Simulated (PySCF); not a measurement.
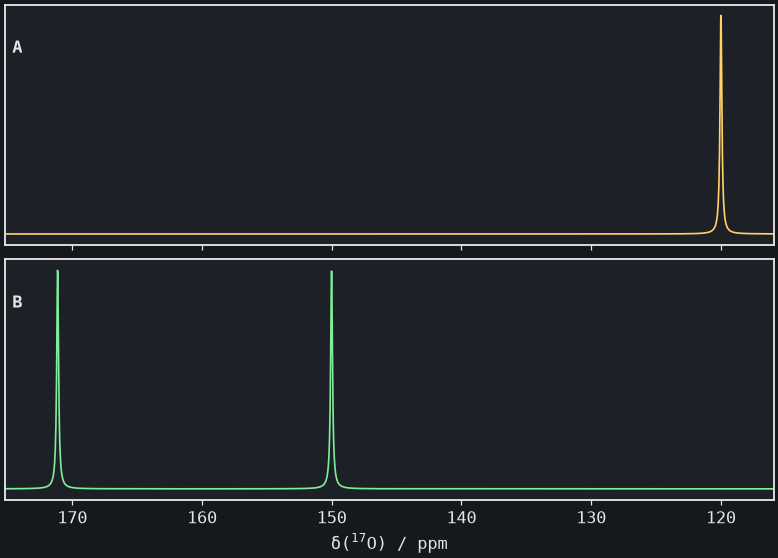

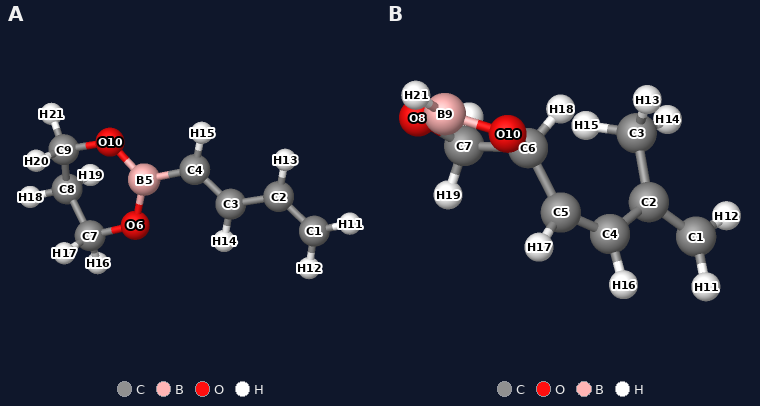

Related molecules: A is C₇H₁₁BO₂, SMILES C=C/C=C/B1OCCCO1; B is C₇H₁₁BO₂, SMILES C=C(C)/C=C\[C@H]1COBO1. GIAO ¹⁷O shifts against H₂O (¹⁷O: a single water molecule, while the usual scale starts at liquid water and gives values some tens of ppm lower), B3LYP/pcSseg-1, PySCF 2.14.0, at a PBE0-D3(BJ)/def2-SVP geometry (no frequency check); fully decoupled, line heights follow the number of nuclei within a panel, widths are arbitrary (no quadrupolar broadening); values of one conformer, averaged over nuclei that symmetry, rotation about single bonds or ring flips exchange, these motions taken as fast; other conformers aren't averaged in.

Assign the ¹⁷O signals of each molecule.

A: 120.0 (O6, O10)
B: 171.1 (O10); 150.0 (O8)
